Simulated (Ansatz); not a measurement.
Start from AlN in the zinc blende structure (space group F-43m, No. 216; a = 4.342 Å).

Perturbation: every lattice vector is stretched by 3.00 %, atoms relaxed at fixed cell.

Level of theory: LDA/PAW in Ansatz (a program for electronic structure), no SOC.

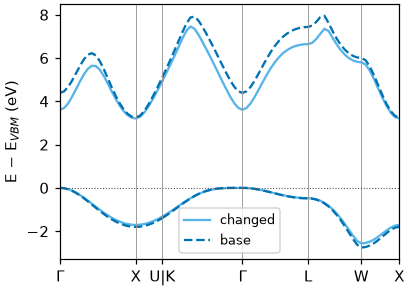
Highest valence and lowest conduction band along the path, each from its own valence-band maximum

Q: From the figure, how large is the changed gap, and is it direct?

A: About 3.2 eV, indirect, Γ → X.

The cells carry an imposed strain or load. Whether these cells are dynamically stable was not tested. This is not the structure that AlN has at room temperature and ambient pressure.
